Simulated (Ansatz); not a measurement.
From TaN4H7 to TaNH4O3: predicting a member

Gas-phase molecules. On one Ta centre that keeps NH, n of the NH2 ligands are replaced by OH. The HOMO–LUMO gap y in eV at wB97M-V/def2-TZVPP. Shapes: PBE0-D4/def2-TZVP. Flexible molecules stand in one conformer, not always the lowest. Programs: Ansatz 0.2.0.

| molecule | n | y (eV) |
| --- | --- | --- |
| TaN4H7 | 0 | 10.50 |
| TaN3H6O | 1 | ? |
| TaN2H5O2 | 2 | 11.16 |
| TaNH4O3 | 3 | 10.58 |

Task: Fit y = c + s·n to the known rows and predict TaN3H6O.

Result: 
1. Means of the 3 rows: n = 1.66667, y = 10.747.
2. Σ(Δn)² = 4.6667, Σ(Δn·Δy) = 0.32667, so the slope is 0.32667/4.6667 = 0.07.
3. Intercept: 10.747 − (0.07) × 1.66667 = 10.630. The largest residual of the fit is 0.39.
4. TaN3H6O: 10.630 + (0.07) × 1 = 10.70 eV.

The run gave 10.68 eV, so the prediction is off by +0.02 eV, within the largest residual. The steps per swap are uneven (+0.18, +0.48, -0.58), so a line is a poor model. Other levels give for TaN3H6O: r2SCAN-D4/def2-TZVPP 5.62; BHLYP-D4/def2-TZVPP 8.98; r2SCAN0-D4/def2-TZVPP 7.68 eV. Orbital gaps aren't excitation energies, and the LUMO depends on the basis. For atoms past krypton def2 sets carry core potentials with scalar relativity. The series isn't monotonic at this level.

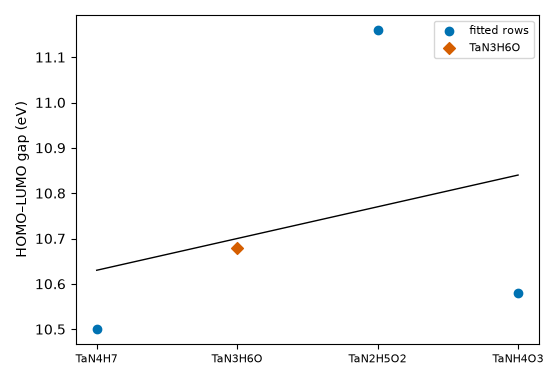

The fitted line, with the withheld member.
